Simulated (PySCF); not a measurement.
# SnH2BrCl (SMILES [Cl][SnH2][Br]) at 3 levels

Wanted: a comparison of 3 runs (HF/def2-SVP, B3LYP/def2-SVP, CCSD(T)/def2-SVPD) of SnH2BrCl. 

The calculation is run with PySCF 2.14.0.

### 1 The molecule

SnH2BrCl has 5 atoms, charge 0, and is taken as a singlet. As SMILES, `[Cl][SnH2][Br]`. The coordinates come from a PBE0-D4/def2-TZVP relaxation.

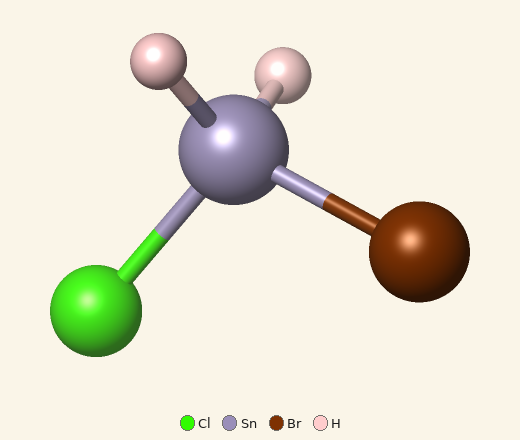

Viewed from a chosen angle; chlorine green, tin purple, bromine brown, hydrogen pink.

### 2 Energy and forces at HF/def2-SVP (core potential) (run 1)

File job.py:

```python
# [Cl][SnH2][Br]
from pyscf import gto

mol = gto.M(
    atom='''
Cl    -3.784932     0.979445    -1.417295
Sn     0.141729     0.148155     0.340340
Br     2.294128    -2.856132    -2.494061
H     -0.353001    -1.303911     3.154520
H      1.796374     2.893171     0.338072
''',
    basis='def2-svp',
    ecp={'Sn': 'def2-svp'},
    verbose=3,
    max_memory=1860,
    charge=0,
    unit='bohr',
    spin=0,
)

hf = mol.RHF()
hf.conv_tol = 1e-10
hf.kernel()
if not hf.converged:
    hf = hf.newton().run(hf.mo_coeff, hf.mo_occ)

e_final = hf.e_tot
print(f'total energy: {e_final:.8f} hartree')
grad = hf.nuc_grad_method().kernel()
dip = hf.dip_moment()
pop, q = hf.mulliken_pop()
```

Started as:

```sh
OMP_NUM_THREADS=1 python job.py
```

Log:

```text
converged SCF energy = -3246.0470462142
total energy: -3246.04704621 hartree
--------------- RHF gradients ---------------
         x                y                z
0 Cl     0.0086816219    -0.0020396161     0.0035874166
1 Sn    -0.0042817757    -0.0030390243    -0.0077942658
2 Br    -0.0039189486     0.0049150428     0.0043339662
3 H    -0.0007371092    -0.0008865063     0.0005852102
4 H     0.0002562117     0.0010501039    -0.0007123271
----------------------------------------------
Dipole moment(X, Y, Z, Debye):  1.15224,  0.98796,  2.35142
 ** Mulliken pop  **
pop of  0 Cl 1s           1.99947
pop of  0 Cl 2s           1.99163
pop of  0 Cl 3s           1.19660
pop of  0 Cl 4s           0.77324
pop of  0 Cl 2px          1.97885
pop of  0 Cl 2py          1.98169
pop of  0 Cl 2pz          1.98126
pop of  0 Cl 3px          0.62683
pop of  0 Cl 3py          0.73023
pop of  0 Cl 3pz          0.71409
pop of  0 Cl 4px          1.01608
pop of  0 Cl 4py          1.19908
pop of  0 Cl 4pz          1.17148
pop of  0 Cl 3dxy         0.00260
pop of  0 Cl 3dyz         0.00060
pop of  0 Cl 3dz^2        0.00168
pop of  0 Cl 3dxz         0.00483
pop of  0 Cl 3dx2-y2      0.00495
pop of  1 Sn 4s           1.60020
pop of  1 Sn 5s           0.41480
pop of  1 Sn 6s           0.94127
pop of  1 Sn 7s           0.09654
pop of  1 Sn 4px          1.08498
pop of  1 Sn 4py          1.08091
pop of  1 Sn 4pz          1.08219
pop of  1 Sn 5px          0.91593
pop of  1 Sn 5py          0.92194
pop of  1 Sn 5pz          0.92006
pop of  1 Sn 6px          0.38388
pop of  1 Sn 6py          0.48780
pop of  1 Sn 6pz          0.45602
pop of  1 Sn 7px          0.08702
pop of  1 Sn 7py          0.14687
pop of  1 Sn 7pz          0.13552
pop of  1 Sn 4dxy         1.95832
pop of  1 Sn 4dyz         1.95635
pop of  1 Sn 4dz^2        1.95771
pop of  1 Sn 4dxz         1.95789
pop of  1 Sn 4dx2-y2      1.95782
pop of  1 Sn 5dxy         0.10355
pop of  1 Sn 5dyz         0.08745
pop of  1 Sn 5dz^2        0.09727
pop of  1 Sn 5dxz         0.08522
pop of  1 Sn 5dx2-y2      0.08636
pop of  2 Br 1s           1.99993
pop of  2 Br 2s           1.99980
pop of  2 Br 3s           1.99597
pop of  2 Br 4s           1.33916
pop of  2 Br 5s           0.63515
pop of  2 Br 2px          1.99904
pop of  2 Br 2py          1.99900
pop of  2 Br 2pz          1.99901
pop of  2 Br 3px          1.99578
pop of  2 Br 3py          1.99546
pop of  2 Br 3pz          1.99554
pop of  2 Br 4px          0.78179
pop of  2 Br 4py          0.75285
pop of  2 Br 4pz          0.75925
pop of  2 Br 5px          1.06513
pop of  2 Br 5py          1.01191
pop of  2 Br 5pz          1.02480
pop of  2 Br 3dxy         1.64575
pop of  2 Br 3dyz         1.64561
pop of  2 Br 3dz^2        1.64558
pop of  2 Br 3dxz         1.64579
pop of  2 Br 3dx2-y2      1.64568
pop of  2 Br 4dxy         0.34592
pop of  2 Br 4dyz         0.34617
pop of  2 Br 4dz^2        0.34593
pop of  2 Br 4dxz         0.34586
pop of  2 Br 4dx2-y2      0.34586
pop of  2 Br 5dxy         0.01359
pop of  2 Br 5dyz         0.01614
pop of  2 Br 5dz^2        0.01098
pop of  2 Br 5dxz         0.01305
pop of  2 Br 5dx2-y2      0.01088
pop of  3 H 1s            0.67898
pop of  3 H 2s            0.43455
pop of  3 H 2px           0.00067
pop of  3 H 2py           0.00251
pop of  3 H 2pz           0.00756
pop of  4 H 1s            0.67898
pop of  4 H 2s            0.43456
pop of  4 H 2px           0.00286
pop of  4 H 2py           0.00733
pop of  4 H 2pz           0.00055
 ** Mulliken atomic charges  **
charge of    0Cl =     -0.37520
charge of    1Sn =      0.99614
charge of    2Br =     -0.37238
charge of    3H =     -0.12428
charge of    4H =     -0.12428
```

Run time: 15 s. Hardware: 1 thread of Intel Xeon at 2.70GHz, shared host; peak memory 0.17 GiB.

### 3 Energy and gradient at B3LYP/def2-SVP (core potential) (run 2)

File run.py:

```python
import pyscf.grad
from pyscf import gto, dft

mol = gto.M(
    atom='''
Cl    -3.784932     0.979445    -1.417295
Sn     0.141729     0.148155     0.340340
Br     2.294128    -2.856132    -2.494061
H     -0.353001    -1.303911     3.154520
H      1.796374     2.893171     0.338072
''',
    ecp={'Sn': 'def2-svp'},
    verbose=4,
    basis='def2-svp',
    unit='bohr',
    max_memory=1860,
    spin=0,
)

myscf = dft.RKS(mol, xc='b3lyp')
myscf.grids.level = 5
myscf.conv_tol = 1e-10
myscf.kernel()
if not myscf.converged:
    myscf = myscf.newton().run(myscf.mo_coeff, myscf.mo_occ)

e_tot = myscf.e_tot
print('E(%s) = %.9f' % ('B3LYP', e_tot))
grad = myscf.Gradients().kernel()
myscf.analyze()
```

Started as:

```sh
OMP_NUM_THREADS=1 python run.py
```

Log:

```text
PySCF version 2.14.0

[INPUT] num. atoms = 5
[INPUT] num. electrons = 76
[INPUT] charge = 0
[INPUT] spin (= nelec alpha-beta = 2S) = 0
[INPUT] symmetry False subgroup None
[INPUT] Mole.unit = bohr
[INPUT] Symbol           X                Y                Z      unit          X                Y                Z       unit  Magmom
[INPUT]  1 Cl    -2.002899759282   0.518299973350  -0.750000215151 AA   -3.784932000000   0.979445000000  -1.417295000000 Bohr   0.0
[INPUT]  2 Sn     0.074999756926   0.078400249684   0.180100171965 AA    0.141729000000   0.148155000000   0.340340000000 Bohr   0.0
[INPUT]  3 Br     1.214000256533  -1.511399965779  -1.319800243844 AA    2.294128000000  -2.856132000000  -2.494061000000 Bohr   0.0
[INPUT]  4 H     -0.186800084632  -0.689999986268   1.669300095391 AA   -0.353001000000  -1.303911000000   3.154520000000 Bohr   0.0
[INPUT]  5 H      0.950600183089   1.531000160495   0.178899998050 AA    1.796374000000   2.893171000000   0.338072000000 Bohr   0.0

[... 82 lines left out ...]
Two-electron Energy =                 1706.723616438414410
[... 9 lines left out ...]
MO #6   energy= -56.2996382409787  occ= 2
[... 7 lines left out ...]
MO #14  energy= -6.51012301132733  occ= 2
[... 7 lines left out ...]
MO #22  energy= -2.624363797818    occ= 2
[... 7 lines left out ...]
MO #30  energy= -0.766908146921479 occ= 2
[... 7 lines left out ...]
MO #38  energy= -0.297030740032769 occ= 2
[... 7 lines left out ...]
MO #46  energy= 0.19379610660423   occ= 0
[... 7 lines left out ...]
MO #54  energy= 0.528627465094045  occ= 0
[... 7 lines left out ...]
MO #62  energy= 0.704728924136531  occ= 0
[... 7 lines left out ...]
MO #70  energy= 1.03375190761385   occ= 0
[... 7 lines left out ...]
MO #78  energy= 3.40858143995637   occ= 0
[... 7 lines left out ...]
MO #86  energy= 51.6179109941425   occ= 0
[... 55 lines left out ...]
pop of  2 Br 3py          1.99979
pop of  2 Br 3pz          1.99979
pop of  2 Br 4px          1.90033
pop of  2 Br 4py          1.85095
pop of  2 Br 4pz          1.86772
pop of  2 Br 5px          0.00689
pop of  2 Br 5py          0.00751
pop of  2 Br 5pz          0.00640
pop of  2 Br 3dxy         1.99991
pop of  2 Br 3dyz         1.99990
pop of  2 Br 3dz^2        1.99992
pop of  2 Br 3dxz         1.99991
pop of  2 Br 3dx2-y2      1.99992
pop of  2 Br 4dxy         0.01147
pop of  2 Br 4dyz         0.01311
pop of  2 Br 4dz^2        0.00703
pop of  2 Br 4dxz         0.01021
pop of  2 Br 4dx2-y2      0.00816
pop of  2 Br 5dxy         0.00064
pop of  2 Br 5dyz         0.00054
pop of  2 Br 5dz^2        0.00047
pop of  2 Br 5dxz         0.00054
pop of  2 Br 5dx2-y2      0.00061
pop of  3 H 1s            1.45942
pop of  3 H 2s            0.01547
pop of  3 H 2px           0.00957
pop of  3 H 2py           0.01563
pop of  3 H 2pz           0.02649
pop of  4 H 1s            1.45217
pop of  4 H 2s            0.01672
pop of  4 H 2px           0.01413
pop of  4 H 2py           0.01204
pop of  4 H 2pz           0.01117
 ** Mulliken atomic charges  **
charge of    0Cl =     -0.69057
charge of    1Sn =      2.41015
charge of    2Br =     -0.68675
charge of    3H =     -0.52659
charge of    4H =     -0.50624
Dipole moment(X, Y, Z, Debye):  0.98506,  0.82864,  1.98645
```

Run time: 45 s. Hardware: 1 thread of Intel Xeon at 2.70GHz, shared host; peak memory 0.84 GiB.

### 4 The energy at CCSD(T)/def2-SVPD (core potential) (run 3)

File calc.py:

```python
from pyscf import gto, cc

molecule = gto.M(
    atom='''
Cl    -3.784932     0.979445    -1.417295
Sn     0.141729     0.148155     0.340340
Br     2.294128    -2.856132    -2.494061
H     -0.353001    -1.303911     3.154520
H      1.796374     2.893171     0.338072
''',
    max_memory=1860,
    charge=0,
    verbose=4,
    spin=0,
    ecp={'Sn': 'def2-svp'},
    unit='bohr',
    basis='def2-svpd',
)

mf = molecule.RHF()
mf.conv_tol = 1e-10
mf.kernel()
if not mf.converged:
    mf = mf.newton().run(mf.mo_coeff, mf.mo_occ)

mycc = cc.CCSD(mf, frozen=18)
mycc.kernel()
e_t = mycc.ccsd_t()
e_tot = mycc.e_tot + e_t
print('E(%s) = %.9f' % ('CCSD(T)', e_tot))
mf.analyze()
```

Started as:

```sh
OMP_NUM_THREADS=1 python calc.py
```

Log:

```text
PySCF version 2.14.0

[INPUT] num. atoms = 5
[INPUT] num. electrons = 76
[INPUT] charge = 0
[INPUT] spin (= nelec alpha-beta = 2S) = 0
[INPUT] symmetry False subgroup None
[INPUT] Mole.unit = bohr
[INPUT] Symbol           X                Y                Z      unit          X                Y                Z       unit  Magmom
[INPUT]  1 Cl    -2.002899759282   0.518299973350  -0.750000215151 AA   -3.784932000000   0.979445000000  -1.417295000000 Bohr   0.0
[INPUT]  2 Sn     0.074999756926   0.078400249684   0.180100171965 AA    0.141729000000   0.148155000000   0.340340000000 Bohr   0.0
[INPUT]  3 Br     1.214000256533  -1.511399965779  -1.319800243844 AA    2.294128000000  -2.856132000000  -2.494061000000 Bohr   0.0
[INPUT]  4 H     -0.186800084632  -0.689999986268   1.669300095391 AA   -0.353001000000  -1.303911000000   3.154520000000 Bohr   0.0
[INPUT]  5 H      0.950600183089   1.531000160495   0.178899998050 AA    1.796374000000   2.893171000000   0.338072000000 Bohr   0.0

[... 79 lines left out ...]
Total Energy =                       -3246.058301620433213
[... 12 lines left out ...]
MO #6   energy= -58.5177777311979  occ= 2
[... 10 lines left out ...]
MO #17  energy= -4.1277129358356   occ= 2
[... 10 lines left out ...]
MO #28  energy= -1.3892283237778   occ= 2
[... 10 lines left out ...]
MO #39  energy= 0.0484795569478942 occ= 0
[... 10 lines left out ...]
MO #50  energy= 0.1696704653881    occ= 0
[... 10 lines left out ...]
MO #61  energy= 0.32597210885443   occ= 0
[... 10 lines left out ...]
MO #72  energy= 0.469957171692576  occ= 0
[... 10 lines left out ...]
MO #83  energy= 0.939081735653833  occ= 0
[... 10 lines left out ...]
MO #94  energy= 1.24841353924302   occ= 0
[... 10 lines left out ...]
MO #105 energy= 1.96462901093662   occ= 0
[... 10 lines left out ...]
MO #116 energy= 52.6575306655893   occ= 0
[... 85 lines left out ...]
pop of  2 Br 3dxz         1.99998
pop of  2 Br 3dx2-y2      1.99999
pop of  2 Br 4dxy         0.01221
pop of  2 Br 4dyz         0.01541
pop of  2 Br 4dz^2        0.00697
pop of  2 Br 4dxz         0.01104
pop of  2 Br 4dx2-y2      0.00706
pop of  2 Br 5dxy         0.00386
pop of  2 Br 5dyz         0.00393
pop of  2 Br 5dz^2        0.00475
pop of  2 Br 5dxz         0.00377
pop of  2 Br 5dx2-y2      0.00453
pop of  2 Br 6dxy         0.00112
pop of  2 Br 6dyz         0.00176
pop of  2 Br 6dz^2        0.00160
pop of  2 Br 6dxz         0.00124
pop of  2 Br 6dx2-y2      0.00156
pop of  3 H 1s            1.49911
pop of  3 H 2s            0.03098
pop of  3 H 2px           0.00914
pop of  3 H 2py           0.01960
pop of  3 H 2pz           0.04494
pop of  3 H 3px           0.00410
pop of  3 H 3py           0.00567
pop of  3 H 3pz           0.00965
pop of  4 H 1s            1.49526
pop of  4 H 2s            0.02974
pop of  4 H 2px           0.01538
pop of  4 H 2py           0.02136
pop of  4 H 2pz           0.00902
pop of  4 H 3px           0.00463
pop of  4 H 3py           0.00671
pop of  4 H 3pz           0.00388
 ** Mulliken atomic charges  **
charge of    0Cl =     -0.82506
charge of    1Sn =      2.81292
charge of    2Br =     -0.77867
charge of    3H =     -0.62320
charge of    4H =     -0.58599
Dipole moment(X, Y, Z, Debye):  1.17434,  0.93508,  2.28950
```

Run time: 2.5 min. Hardware: 1 thread of Intel Xeon at 2.70GHz, shared host; peak memory 0.99 GiB.

### 5 The series

| run | level | integration grid | task | energy (Eh) | dipole moment (D) of the reference | HOMO energy (eV) | LUMO energy (eV) | wall time |
| --- | --- | --- | --- | --- | --- | --- | --- | --- |
| 1 | HF/def2-SVP (core potential) | – | gradient | -3246.047046 | 2.80 | -11.42 | 2.27 | 15 s |
| 2 | B3LYP/def2-SVP (core potential) | 5 | gradient | -3249.579980 | 2.37 | -8.08 | -1.60 | 45 s |
| 3 | CCSD(T)/def2-SVPD (core potential) | – | energy | -3246.599627 | 2.74 | -11.52 | 1.32 | 2.5 min |

### 6 Results

| quantity | value |
| --- | --- |
| run 3: total energy | -3246.59963 Eh |
| run 3: dipole moment (Hartree–Fock density) | 2.74 D |
| run 3: HOMO energy (Hartree–Fock orbitals) | -11.52 eV |
| run 3: LUMO energy (Hartree–Fock orbitals) | 1.32 eV |
| run 3: HOMO–LUMO gap (Hartree–Fock orbitals) | 12.84 eV |
| run 3: correlation energy (18 core orbitals frozen) | -541.3 mEh |
| run 3: (T) correction | -13.97 mEh |
| run 3: T1 diagnostic | 0.008 |

All runs together took 3.5 min, the longest 2.5 min.
